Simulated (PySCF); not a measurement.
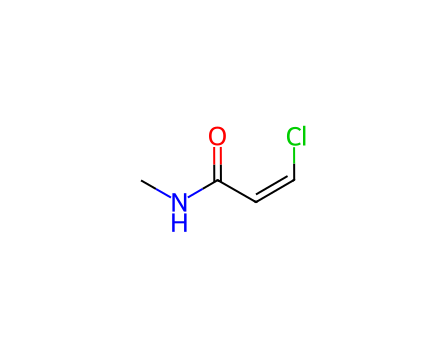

2D structure.

**Transcribe the drawing into SMILES.**

CNC(=O)/C=C\Cl

**What is the molecular formula?**

C4H6ClNO.

The parts below concern this one geometry. Atoms keep their numbers from picture to picture. Computed geometry: GFN2-xTB optimisation. No frequency run is at hand to confirm it as a minimum.

## Shape

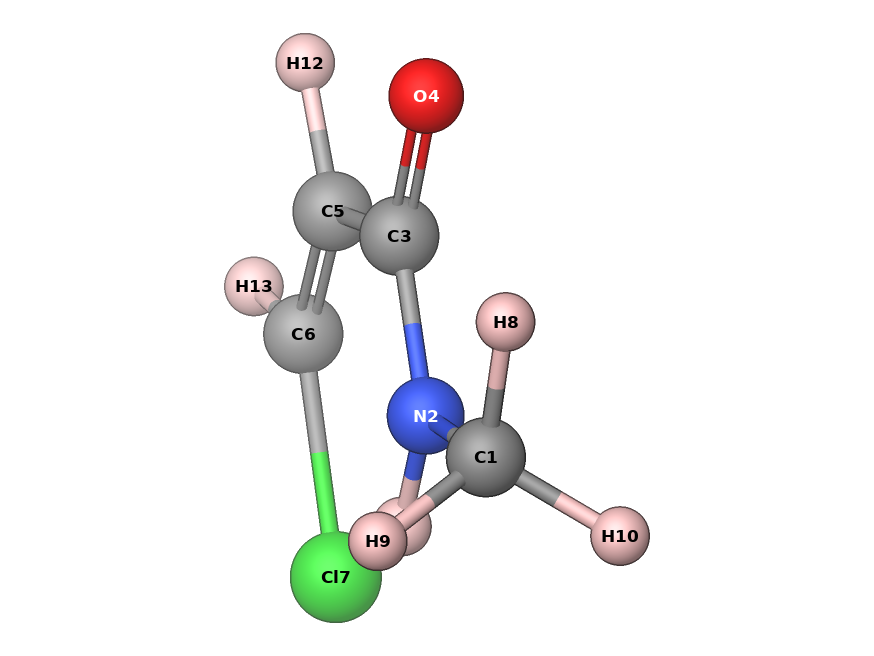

C5 lies behind C3. The molecule seen a little off the C3–C5 bond, C3 in front. Distant atoms are faded towards the background colour. No frequency run is at hand to confirm it as a minimum.

**What is the torsion angle O4–C3–C5–C6? The sign is positive where the front bond must turn clockwise to cover the back bond.**

175°, antiperiplanar (anti).

## Bond orders

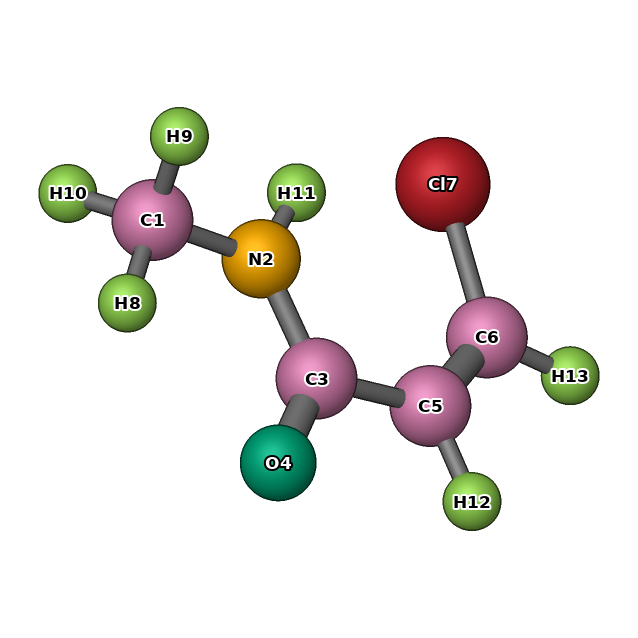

The thickness of each stick grows with its Mayer bond order. No frequency run is at hand to confirm it as a minimum. Computed with PBE0/pcSseg-1 (PySCF 2.14.0).

List the Mayer bond orders of C1–N2, C1–H8, C1–H9, C1–H10, N2–C3, N2–H11, C3–O4, C3–C5, C5–C6, C5–H12, C6–Cl7, C6–H13. Atoms whose distances differ by more than 0.02 Å in this geometry are listed apart.

```
  bond  Mayer order  length (Å)
 C1–N2         0.94       1.441
 C1–H8         0.95       1.089
 C1–H9         0.97       1.092
C1–H10         0.97       1.092
 N2–C3         1.18       1.348
N2–H11         0.91       1.008
 C3–O4         1.84       1.218
 C3–C5         1.01       1.491
 C5–C6         1.83       1.326
C5–H12         0.93       1.083
C6–Cl7         1.02       1.721
C6–H13         0.92       1.081
```

## Dipole moment

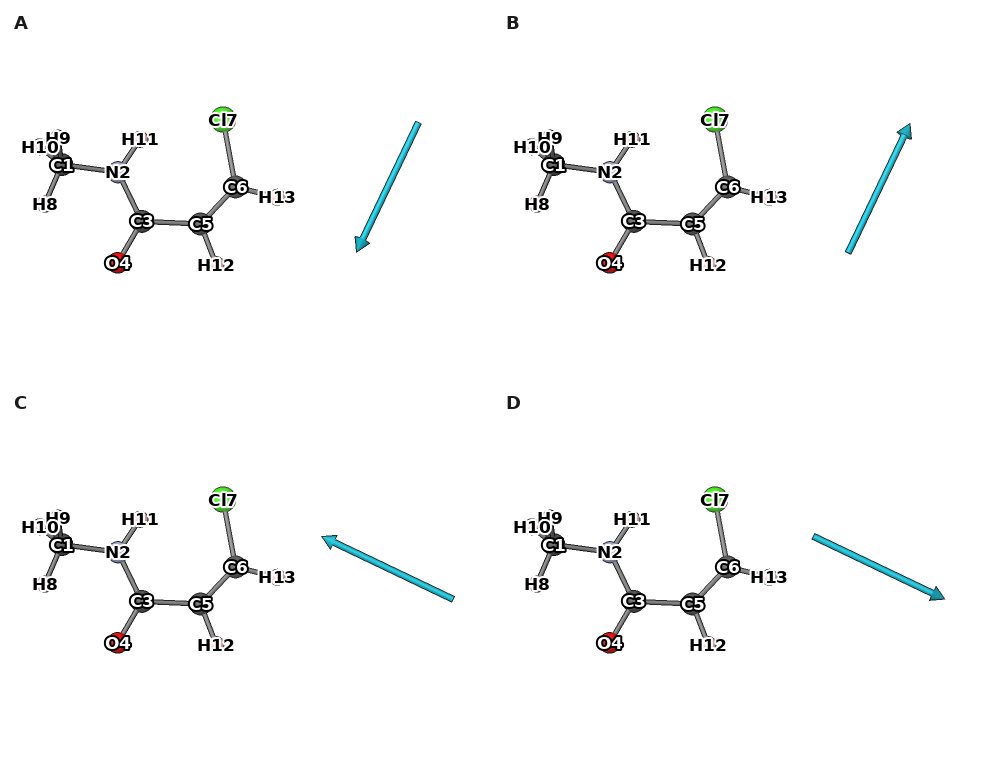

The same molecule four times, each with an arrow. No frequency run is at hand to confirm it as a minimum. Properties computed with PBE0/pcSseg-1, gas phase (PySCF 2.14.0).

**Which arrow points along the dipole moment, from the negative to the positive end?**

B. The dipole moment is 2.87 D; it points from the side of O4 to the side of Cl7 (the outermost atoms at the two ends).

## NMR shielding

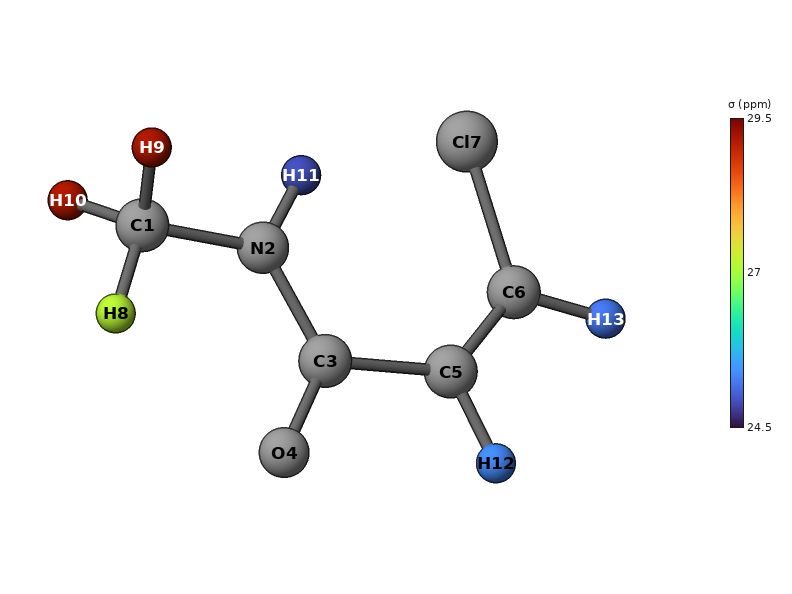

Atoms are coloured by their isotropic NMR shieldings (H only, the others grey). No frequency run is at hand to confirm it as a minimum. Method: GIAO PBE0/pcSseg-1 NMR shielding, non-relativistic, gas phase (PySCF 2.14.0).

**Which H atom is the most shielded (lowest chemical shift)?**

H9, H10 (29.14 to 29.16 ppm).

**Which H atom is the least shielded (highest chemical shift)?**

H11 (24.93 ppm).

**How wide is the range of H shifts?**

4.23 ppm.

Give the isotropic NMR shieldings of the H atoms atom by atom.

```csv
atom,σ (ppm)
H8,27.16
H9,29.16
H10,29.14
H11,24.93
H12,25.39
H13,25.24
```
